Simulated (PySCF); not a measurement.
SMILES F[SiH2]S[SiH](F)F at its B3LYP/def2-SVP optimised geometry (Å):

```
9

Si    -0.5832    -2.0798    -0.8145
F     -1.9672    -2.2189     0.0200
S     -0.4114    -0.1006    -1.6671
Si     0.3530     0.9802     0.0000
F      1.9672     0.9802     0.0000
F     -0.0890     0.2333     1.3658
H     -0.6520    -2.9901    -1.9796
H      0.5425    -2.3742     0.0992
H     -0.1195     2.3742     0.0000
```

Level of theory: PySCF with B3LYP/def2-TZVP. Cells within 0.4 Å of a nucleus heavier than hydrogen are left out (blank, or x).

Map of the log10 of the electron density (e/bohr³), floored at −4 on the plane z = 0.0 Å:

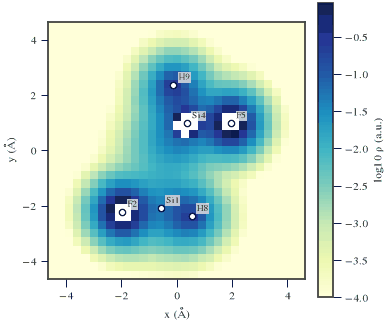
*Log10 of the electron density (e/bohr³), floored at −4 on the plane z = 0.0 Å.*
